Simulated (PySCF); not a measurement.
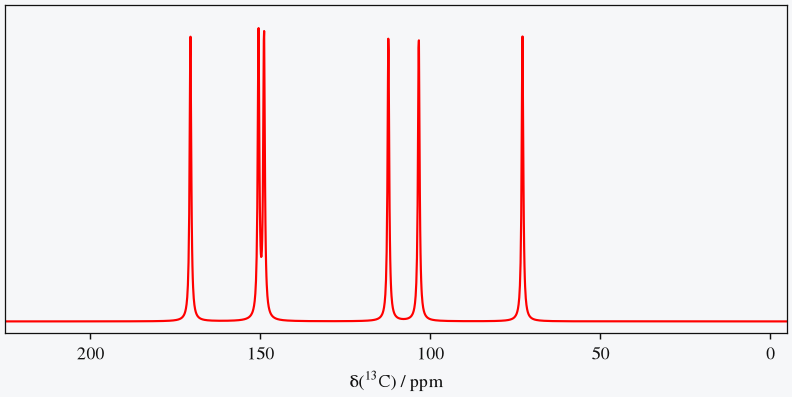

GIAO shifts, PBE0/pcSseg-1, PySCF, at a GFN2-xTB geometry (no frequency check), against TMS for ¹³C computed at the same level. Gas phase, fully decoupled, line heights follow the number of nuclei, widths are arbitrary (no quadrupolar broadening); values of one conformer, averaged over methyl-type rotors and exact or near symmetry.

> Which molecule was computed?
A. C₅H₄FN (4-fluoropyridine), SMILES Fc1ccncc1
B. C₆HF₃O₂, SMILES C#CC1=C(F)OC(F)=C(F)O1
C. C₄H₇Al, SMILES CC#[C][AlH][CH3], singlet
D. C₇H₈BN, SMILES [BH3-][n+]1ccc(C#C)cc1

Option B. Its ¹³C signals: 170.6 (1 C), 150.5 (1 C), 148.9 (1 C), 112.3 (1 C), 103.4 (1 C), 72.9 (1 C) ppm.

Note: the tight-binding geometry is rougher than a DFT one and adds to the error.
